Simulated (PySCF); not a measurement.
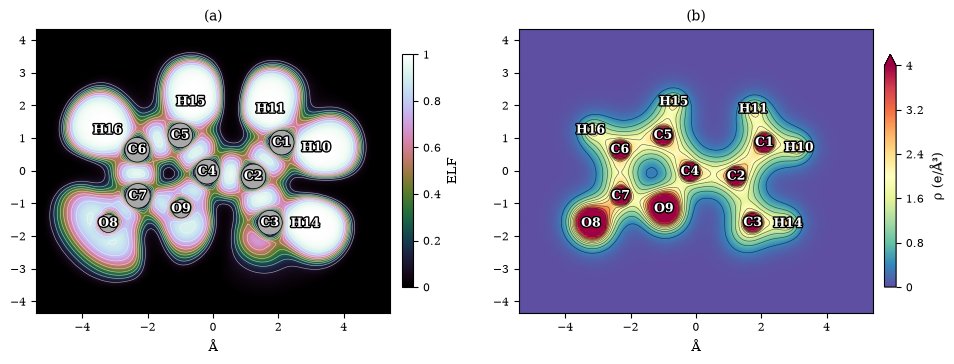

The picture shows: C7H7O2 (SMILES C=C(C)c1ccc([O-])o1) (charge −1). (a) ELF; (b) electron density on the plane of atoms O8, C7 and O9. Grey discs cover the atomic cores in the ELF map.

Geometry: GFN2-xTB.

Level of theory: PBE0/pcSseg-1, SCF density, gas phase, non-relativistic (PySCF).

```xyz
16

C    -1.8883   -1.1819   -0.0601
C    -1.1213   -0.0876    0.1230
C    -1.7563    1.2702    0.2690
C     0.2982   -0.1111    0.1970
C     1.2189   -1.1407    0.1249
C     2.4888   -0.5965    0.2733
C     2.3367    0.7966    0.4380
O     3.1629    1.7035    0.6024
O     0.9845    1.0779    0.3889
H    -2.9634   -1.1137   -0.1052
H    -1.4641   -2.1650   -0.1657
H    -1.3830    1.9409   -0.5039
H    -1.4870    1.7048    1.2310
H    -2.8415    1.2060    0.1956
H     0.9771   -2.1798   -0.0200
H     3.4301   -1.1146    0.2680
```

Q: What do the fields say about this system?

A:
- Atoms in the plane: C, O and H.
- C–O (1.24 Å): ρ is about 3.1 e/Å³ halfway; the ELF peaks at about 0.85 between the atoms: a polar covalent bond.
- C–C (1.35 Å): ρ is about 2.2 e/Å³ halfway; the ELF peaks at about 0.95 between the atoms; a covalent bond.
- C–H (1.07 Å): ρ at the midpoint is about 2 e/Å³; the ELF climbs to about 1 towards the hydrogen, as it does in any bond to H: a covalent bond by its length.
- C–O (1.38 Å): ρ is about 2.2 e/Å³ halfway, with its minimum of 1.9 e/Å³ about 0.5 Å from C; the ELF peaks at about 0.90 between the atoms; a polar covalent bond.
- C–C (1.39 Å): the density is about 2 e/Å³ at the midpoint; the ELF peaks at about 0.95 between the atoms: a covalent bond.
- The ELF also peaks beside O8 and O9, away from the bonds: lone-pair regions.
